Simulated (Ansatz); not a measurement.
Formation energy of the bound charge states of Mg interstitial in beta Si3N4 (start: void with 6N6Si nearest; 84-site cell, 2×2×2 shifted sampling) against the Fermi level, Si-rich (Δμ(Mg) = -0.24 eV, bounded by antifluorite Mg2Si; only phases computed here count, gases as isolated molecules at 0 K). Calculation: PBE, PAW (plane waves to 420 eV; Ansatz, a first-principles code).

Cell and caveats: 84-site cell; 2×2×2 shifted k-points; host gap 4.25 eV; charged states image-corrected; corrections pass 1 eV, so highly charged states may be off by several tenths; flagged in the runs: a host whose relaxation on this sampling wasn't shown to rest.

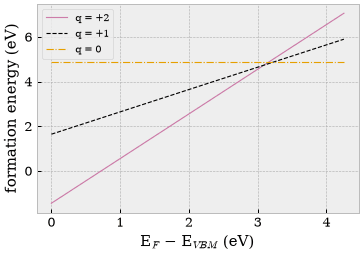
Figure: Formation energy of each charge state against the Fermi level

Crossings of the lowest lines: (+2/+1) at 3.09 eV; (+1/0) at 3.25 eV. At the valence-band maximum: q = +2: -1.45 eV; q = +1: 1.64 eV; q = 0: 4.90 eV.
